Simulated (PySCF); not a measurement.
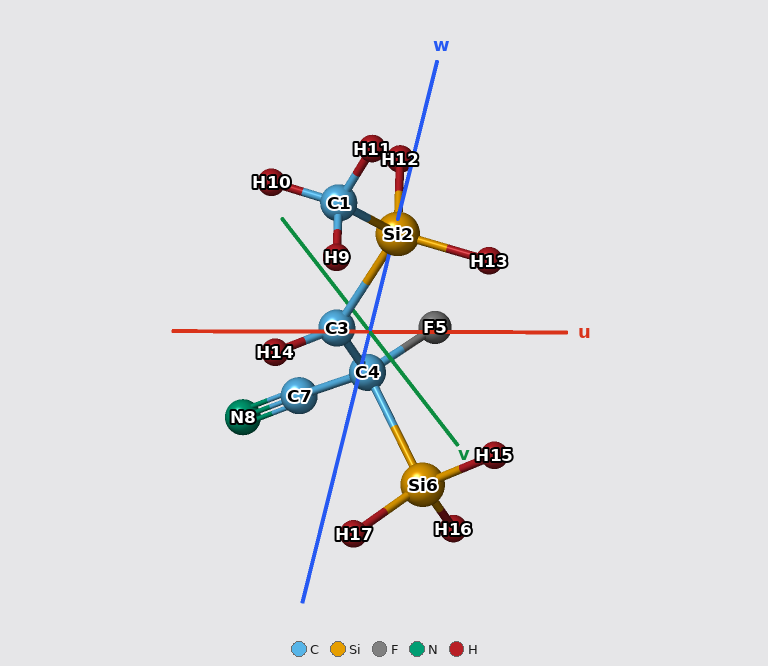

The lines u, v and w are the principal axes of the g tensor. Charge 0, doublet. The geometry was computed by an optimisation with GFN2-xTB. No frequency run is at hand to confirm it as a minimum. Properties computed with UKS B3LYP, pcH-1 on C F H N Si, non-relativistic, mean-field spin-orbit, GIAO (PySCF 2.14.0).

**Along which axis does g lie farthest from the free-electron value?**

Along u: the shift is 650 ppm.

Give the principal values and shifts.

```
axis        g  shift (ppm)
   u  2.00297          650
   v  2.00192         −400
   w  2.00282          505
```

The geometry is semi-empirical. Around Si such bond lengths and angles can be off by a tenth of an ångström or more and by several degrees, and values that hang on the shape move with them.
